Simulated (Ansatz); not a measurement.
# Tunnelling from Al(110) to Al(110): the current at the widest gap

Three vacuum gaps between Al(110) and Al(110) are known. What current density flows at 0.25 V across 6.5 Å?

**Method.** Ansatz 0.2.0, plane waves with PAW datasets, LDA; a slab with two metal leads whose outer parts are reservoirs, with density and current solved under bias (Landauer, 300 K). The gap is counted from plane to plane of nuclei, and atoms stay on ideal sites.

Results; the value marked ? is to be predicted:

```tsv
gap (Å)	drop between the leads' cuts at 0.25 V (V)	current density at 0.25 V (A/m²)
3.5	0.175	1.19×10¹⁴
4.5	0.222	4.21×10¹³
5.5	0.244	8.55×10¹²
6.5	0.248	?
```

Worked fit:

Tunnelling falls as exp(−βd). From 3.5 to 4.5 Å, β = ln(1.19×10¹⁴/4.21×10¹³)/1 = 1.04 Å⁻¹, and from 4.5 to 5.5 Å it is 1.59 Å⁻¹; the slope still steepens as the gap leaves contact, so the wider pair is taken. Then 8.55×10¹² × exp(−1.59 × 1). Predicted: 1.74×10¹² A/m².

What the run gave:

1.31×10¹² A/m², so the prediction is 33 % too high. The last step has β = 1.88 Å⁻¹, an apparent barrier ħ²β²/8m of 3.4 eV: the decay of this current is still steepening. The conductances at 0 V give β = 1.45 and 1.47 Å⁻¹ for the last two steps; at 6.5 Å that conductance times the bias is 2.0 times the current, an excess of like faces at zero bias that the bias removes, so it is the poorer guide to the barrier.

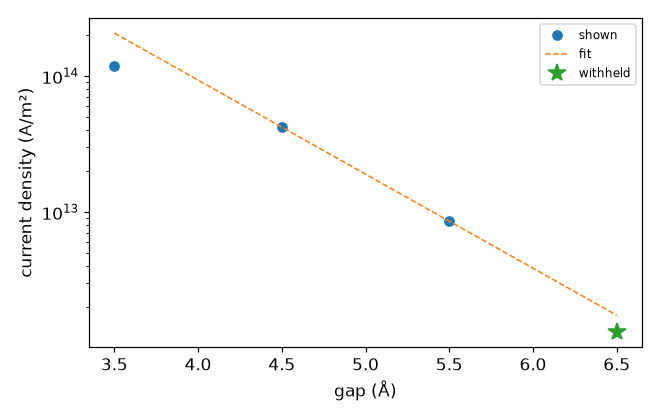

Current density against the gap.

Caveats: On every other k-point the currents of these runs, at any bias, move by up to 16 %. A semilocal functional lacks the image potential's tail.

[Logs are printed without paths, hosts, clocks, repeated set-up lines and the standing remarks that a program may print on its own settings, such as how far it seeks lower states.]
